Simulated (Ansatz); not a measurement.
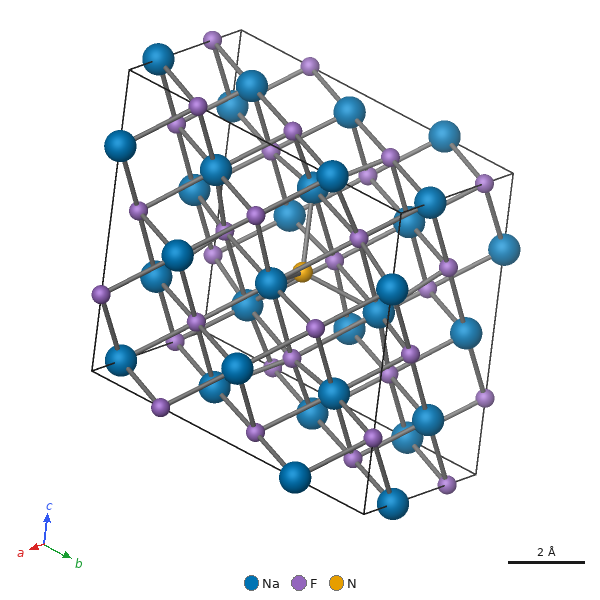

This ball-and-stick model is shown slightly off an axis. One supercell is framed, with atoms on its boundary repeated. The host is NaF, in a cell of 32 sites, and the cell is neutral.

Q: Which defect is modelled here, and what are its neighbours?

A: An interstitial nitrogen atom. It is bonded to four Na in a tetrahedral arrangement at about 2.3 Å.

Computational set-up: DFT PBE, scalar-relativistic, plane waves, PAW (Ansatz), plane-wave cutoff 420 eV, k-grid 2×2×2, Gaussian smearing of 0.01 eV, collinear spins.

Q: Does a spin moment come with the defect?

A: Yes, 3.0 μB in the cell.

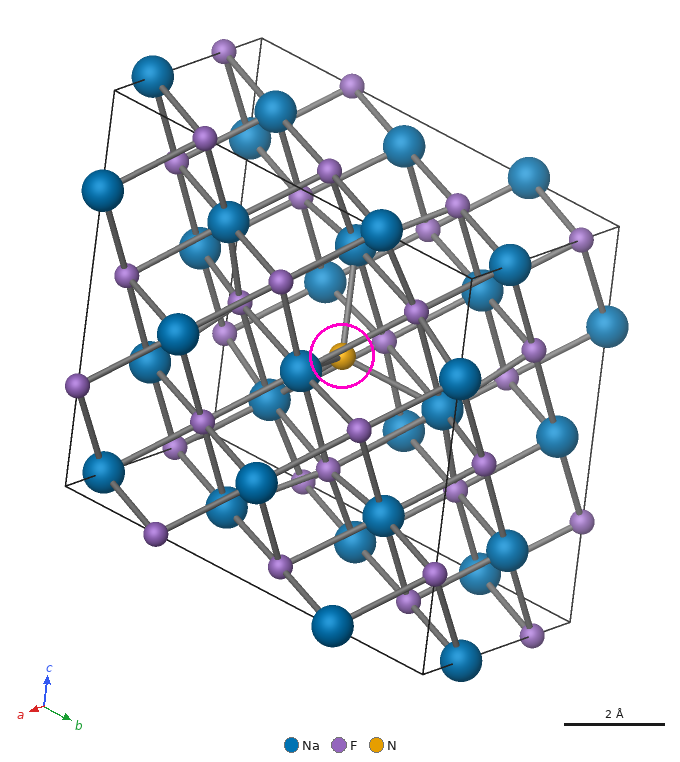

The same cell with a ring at the defect's site.

The atoms were relaxed in the host's cell with DFT PBE, scalar-relativistic, plane waves, PAW (Ansatz 0.2.0).
